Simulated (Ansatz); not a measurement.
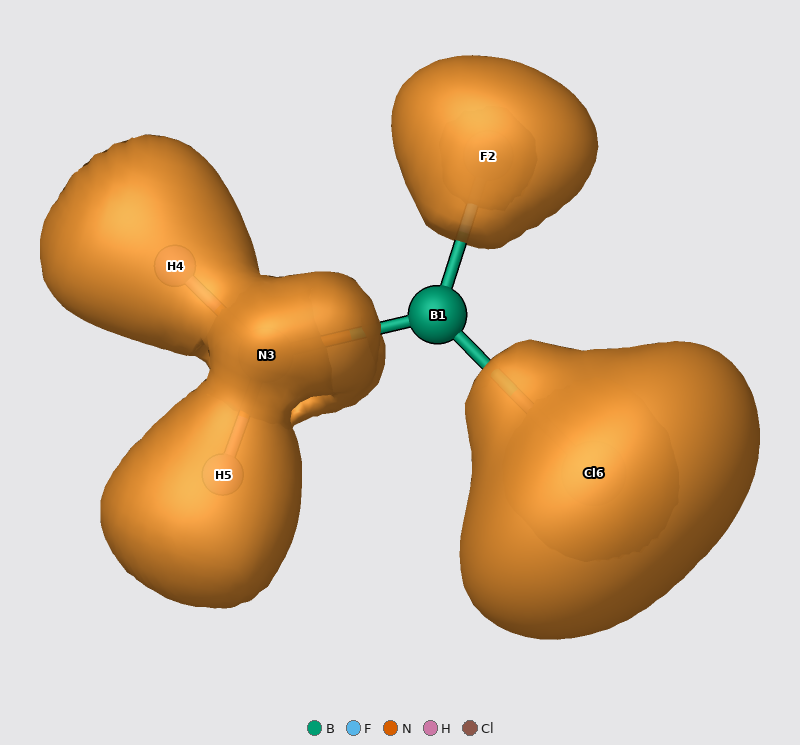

*BClFH₂N. Isosurface of the electron localisation function at 0.75 (orange), seen at a tilt. Core shells and regions of very low density are left out.*

Level of theory: RKS PBE0-D4/def2-SVP in Ansatz.

```json
{"atom": "B", "x (Å)": "0.0518", "y (Å)": "-0.0436", "z (Å)": "-0.0633"}
{"atom": "F", "x (Å)": "-0.0234", "y (Å)": "-0.5757", "z (Å)": "1.1514"}
{"atom": "N", "x (Å)": "1.2614", "y (Å)": "-0.0063", "z (Å)": "-0.7477"}
{"atom": "H", "x (Å)": "2.1138", "y (Å)": "-0.3785", "z (Å)": "-0.3500"}
{"atom": "H", "x (Å)": "1.3554", "y (Å)": "0.3902", "z (Å)": "-1.6714"}
{"atom": "Cl", "x (Å)": "-1.4248", "y (Å)": "0.6140", "z (Å)": "-0.7839"}
```

**Describe the localisation domains.**

At this value the surface marks out one region on Cl in which the atom's valence shell and bonds are merged, one region on F in which the atom's valence shell and bonds are merged and one joined region spread over several atoms (H, N), in which their bonds and any lone pairs are merged.

Values along the shortest contacts:
B–F (1.33 Å): the ELF peaks at about 0.85 between the atoms; a shared but strongly polarised pair. B–N (1.39 Å): the ELF peaks at about 0.90 between the atoms (a short, strongly polar bond).
